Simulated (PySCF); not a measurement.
**VCl₃: singlet, from a trigonal planar start**

Aim: relax VCl₃ as a singlet from a trigonal planar start, check by its vibrations whether the end is a minimum, and collect its spectrum and constants.

Computed with PySCF 2.14.0. Level: B3LYP, basis V def2-SVP, Cl def2-SVP, no relativity, density fitting.

## Step 1: Where the work starts

4 atoms, charge 0, spin multiplicity 1.

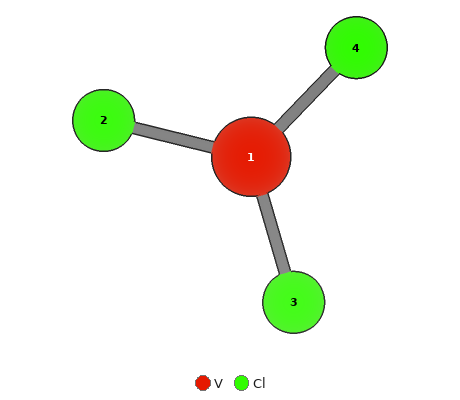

The starting geometry (vanadium red, chlorine green); atoms are numbered from 1 in the order of the file.

Z-matrix (Å, degrees; charge 0 multiplicity 1):
```
V
Cl 1 2.3300
Cl 1 2.3300 2 120.00
Cl 1 2.3300 2 120.00 3 180.00
```

## Step 2: Relaxation: trigonal planar start, singlet

One driver script runs all steps and calls PySCF; scf.py shows how it sets up the SCF of each step. The optimiser is the driver's own. Before each start the driver seeks the lowest SCF state from one or more starting densities and follows internal instabilities, so scf.py alone need not reach the same state.

The program finds D3h symmetry in the start, which this walk keeps. Threshold on the gradient: 0.0003 Eh/bohr, with a further test on the energy change.

scf.py

```python
from pyscf import gto, scf, dft
mol = gto.M(atom='''
V      0.000000    -0.000000     0.000000
Cl     2.329977     0.000020    -0.000000
Cl    -1.165006     2.017810    -0.000000
Cl    -1.164972    -2.017829     0.000000''',
    basis={'V': 'def2-SVP', 'Cl': 'def2-SVP'},
    charge=0, spin=0)
mf = dft.RKS(mol, xc='B3LYP')
mf.grids.atom_grid = (50, 194)
aux = {'V': 'def2-universal-JKFIT', 'Cl': 'def2-universal-JKFIT'}
mf = mf.density_fit(auxbasis=aux)
mf.kernel()
```

Energy and gradient, step by step:

| step | energy (Eh) | change (kJ/mol) | largest symmetric gradient (Eh/bohr) |
| --- | --- | --- | --- |
| 0 | -2324.203018 | 0.00 | 0.04422 |
| 1 | -2324.223199 | -52.99 | 0.02671 |
| 2 | -2324.230159 | -71.26 | 0.01044 |
| 3 | -2324.230960 | -73.36 | 0.00197 |
| 4 | -2324.230993 | -73.45 | 0.00012 |
| 5 | -2324.230993 | -73.45 | 0.00000 |

The walk took 59 s on 2 threads, shared host.

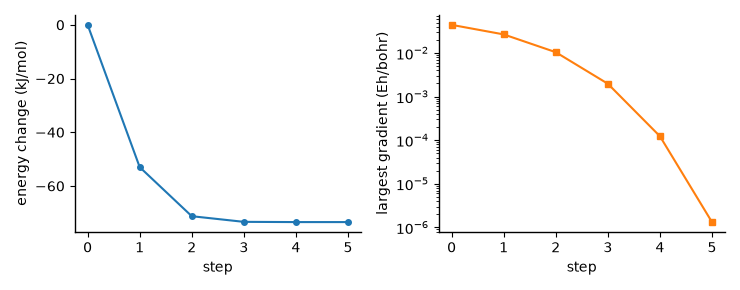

Energy and largest gradient along the walk.

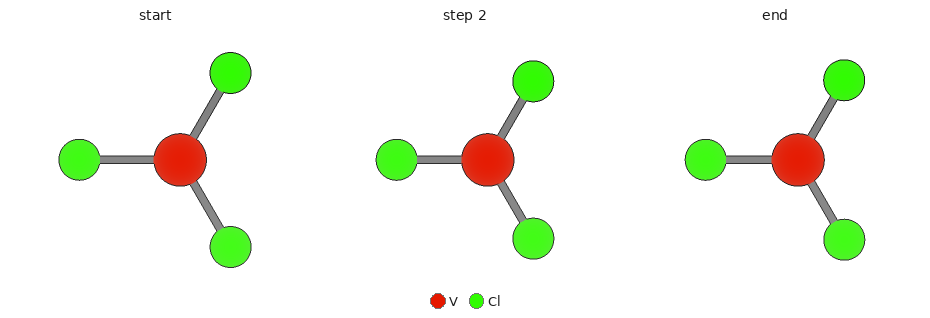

The geometry along the walk, at one scale.

It settles in D3h symmetry, 73.4 kJ/mol below the start, after 5 steps: V–Cl 2.135 Å (×3); Cl–V–Cl 120.0° (×3).

## Step 3: Is it a minimum? Harmonic modes

On the finer grid the gradient is checked again; gradients at displacements of ±0.01 bohr then give force constants and infrared intensities.

Changes to scf.py since step 2:

```diff
@@ -3,4 +3,4 @@
-V      0.000000    -0.000000     0.000000
-Cl     2.329977     0.000020    -0.000000
-Cl    -1.165006     2.017810    -0.000000
-Cl    -1.164972    -2.017829     0.000000''',
+V     -0.000000     0.000000    -0.000000
+Cl     2.135303     0.000018     0.000000
+Cl    -1.067667     1.849218    -0.000000
+Cl    -1.067636    -1.849236     0.000000''',
@@ -10 +10 @@
-mf.grids.atom_grid = (50, 194)
+mf.grids.atom_grid = (75, 302)
```

This SCF starts from the last density.

SCF at the final geometry:

```text
init E= -2324.23093826651
  HOMO = -0.245372393155746  LUMO = -0.129118198012923  gap/eV = 3.16344
cycle= 1 E= -2324.23093826539  delta_E= 1.12e-09  |g|= 6.89e-05  |ddm|= 8.91e-05
  HOMO = -0.245402813173024  LUMO = -0.129143871338248  gap/eV = 3.16357
cycle= 2 E= -2324.23093824851  delta_E= 1.69e-08  |g|= 0.000257  |ddm|= 0.000265
  HOMO = -0.24537783056948  LUMO = -0.129122984937588  gap/eV = 3.16346
cycle= 3 E= -2324.23093826658  delta_E= -1.81e-08  |g|= 2.14e-05  |ddm|= 0.00021
  HOMO = -0.245378720410784  LUMO = -0.129123648578255  gap/eV = 3.16346
cycle= 4 E= -2324.23093826673  delta_E= -1.49e-10  |g|= 1.46e-06  |ddm|= 2.67e-05
  HOMO = -0.245378615173378  LUMO = -0.129123534459667  gap/eV = 3.16346
cycle= 5 E= -2324.23093826673  delta_E=    0  |g|= 8.78e-07  |ddm|= 9.13e-06
  HOMO = -0.245378743491038  LUMO = -0.129123667508216  gap/eV = 3.16346
Extra cycle  E= -2324.23093826674  delta_E= -5.91e-12  |g|= 7.45e-07  |ddm|= 3.86e-06
converged SCF energy = -2324.23093826674
```

The whole step took 1.7 min.

Geometry: D3h; V–Cl 2.135 Å (×3); Cl–V–Cl 120.0° (×3).

Modes, for the most abundant isotopes:

| symmetry | ω (cm⁻¹) | IR (km/mol) | type |
| --- | --- | --- | --- |
| a2'' | 104 | 8.0 | bend |
| e' | 111 | 0.7 | bend |
| a1' | 369 | 0.0 | stretch |
| e' | 508 | 252 | stretch |

All wavenumbers are real: a minimum.

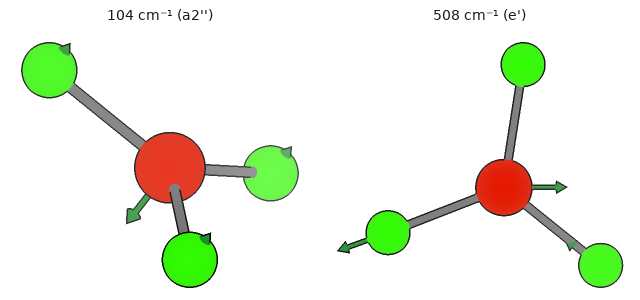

How the atoms move in 2 of the modes.

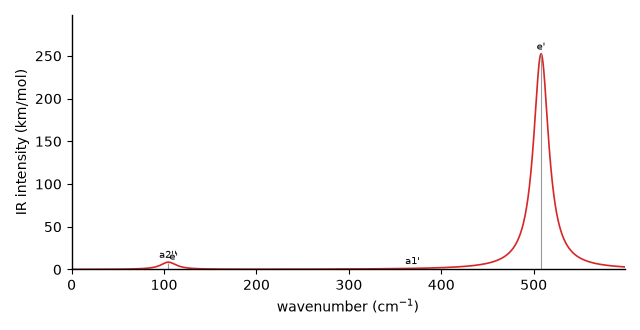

The harmonic infrared spectrum (widths in cm⁻¹). Lines are broadened to a width of 20 cm⁻¹ (Lorentzian).

Properties at this point:

```yaml
Dipole_moment: 0.00 D
Highest_occupied_level: -6.68 eV
Lowest_empty_level: -3.51 eV
Rotational_constants: 0.07049, 0.07049, 0.03524 cm⁻¹
Zero-point_energy: 10.2 kJ/mol
Principal_polarisabilities: 33.1, 70.0, 70.0 bohr³
Atomisation_energy_without_zero-point_energy: 1121 kJ/mol
Principal_traceless_quadrupole_moments_about_the_centre_of_mass: -1.37, -1.37, 2.75 D Å
Entropy_at_298.15_K_and_1_bar: 327.9 J/(mol K)
Heat_capacity_Cp_at_298.15_K: 74.4 J/(mol K)
Enthalpy_at_298.15_K_above_0_K: 17.62 kJ/mol
Rotational_symmetry_number: 6
```

Populations by atom (charges in e):

```json
{"atom": "V1", "Mulliken": "0.55", "Löwdin": "-0.11", "polar tensor": "1.46", "Mayer order to V1": "–"}
{"atom": "Cl2,3,4", "Mulliken": "-0.18", "Löwdin": "0.04", "polar tensor": "-0.49", "Mayer order to V1": "1.33"}
```

Mulliken populations on V1: s 6.52, p 12.55, d 3.37, f 0.01.

## Step 4: Stability of the closed shell

At the lowest minimum the closed shell is tested against spin polarisation, on the (50, 194) grid. It is unstable: an open-shell solution lies lower. That solution was not followed to a minimum here.

## Step 5: What came out

```
                            quantity                                                            value
                             minimum  singlet, D3h (closed shell, unstable towards spin polarisation)
                            geometry                           V–Cl 2.135 Å (×3); Cl–V–Cl 120.0° (×3)
                  wavenumbers (cm⁻¹)                        104 (a2''), 111 (e'), 369 (a1'), 508 (e')
                       dipole moment                                                           0.00 D
highest occupied, lowest empty level                                                  -6.68, -3.51 eV
           polar-tensor charge of V1                                                          +1.46 e
                   zero-point energy                                                      10.2 kJ/mol
```

**Reading.** The trigonal planar start keeps its D3h symmetry and ends in a minimum. In the infrared the band at 508 cm⁻¹ (e', stretch) leads. V1 has a polar-tensor charge of +1.5 e (a dipole derivative, not a static charge), yet symmetry cancels the bond dipoles. Only this shape and spin were tried, so other structures or states may lie lower. A stability analysis at the minimum finds the closed shell unstable towards spin polarisation: an open-shell solution lies lower, and these values are not those of the lowest state.

The search up to here took 3.6 min.
